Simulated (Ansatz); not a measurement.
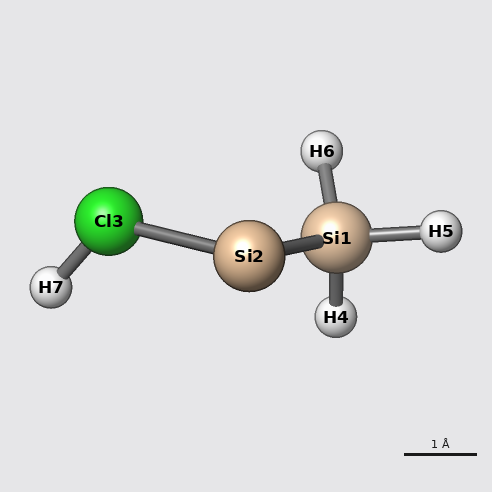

The view is orthographic, and the bar gives the scale. State: charge −1, singlet. The computed structure is the end point of a PBE0-D4/def2-TZVPD optimisation. No frequency run is at hand to confirm it as a minimum.

Reconstruct the coordinates (Å) as seen: x to the right, y up, z towards the viewer, origin at the mean of the atomic positions.

```xyz
7
ClH4Si2
Si   1.03   0.08  -0.21
Si  -0.20  -0.18   1.77
Cl  -2.17   0.30   0.66
H    1.02  -1.03  -1.25
H    2.49   0.16   0.16
H    0.82   1.29  -1.10
H   -2.98  -0.62  -0.03
```
